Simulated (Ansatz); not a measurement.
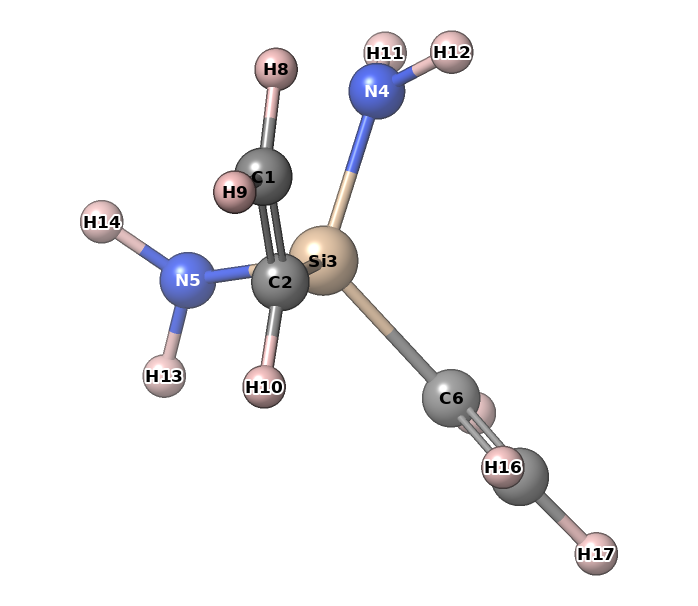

Si3 lies behind C2. The molecule seen a little off the C2–Si3 bond, C2 in front. Depth is shown by fading: the farther an atom, the more it takes the colour of the background. The geometry was computed by an optimisation with PBE0-D4/def2-TZVP. No frequency run is at hand to confirm it as a minimum.

What is the torsion angle C1–C2–Si3–N4? The sign is positive where the front bond must turn clockwise to cover the back bond.

Answer. 15°, synperiplanar (eclipsed).
